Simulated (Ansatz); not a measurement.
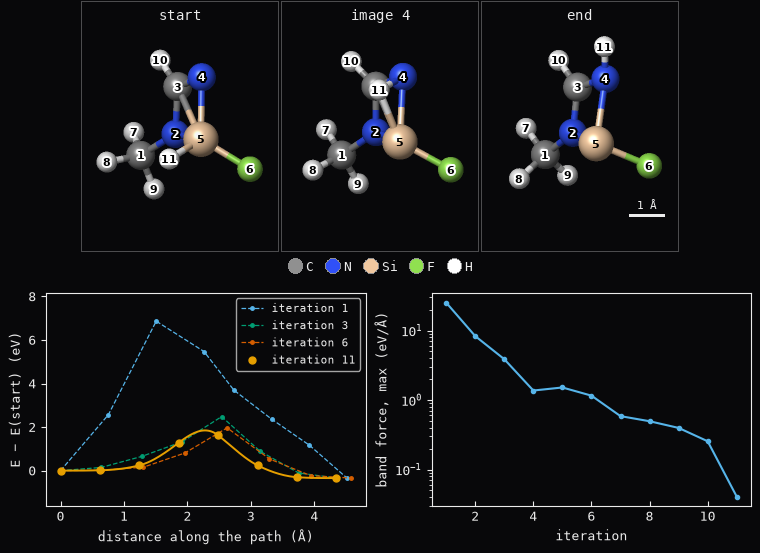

NEB run on C₂H₅FN₂Si. Images are numbered from 0 (start) to 7 (end). The plot follows the band through its iterations. Style: ball-and-stick. Shown from a free direction.

Level of theory: RKS PBE-D4/cc-pVDZ in Ansatz 0.2.0. Run with 6 movable images; no climbing image; force threshold 0.05 eV/Å; iteration limit 60; starting path through a guess of the saddle point.

Q: Judge this run.

A: The run is converged, with reservations. The band converged in 11 iterations. The largest component of the band force went from 25 to 0.041 eV/Å. No image climbed, so the highest image needn't lie on the saddle point, and the true maximum along this path can be higher. The first iteration put the highest image at 6.87 eV. The energy climbs by 1.62 eV to image 4 and then falls by 1.96 eV, so the end point sits at −0.34 eV.
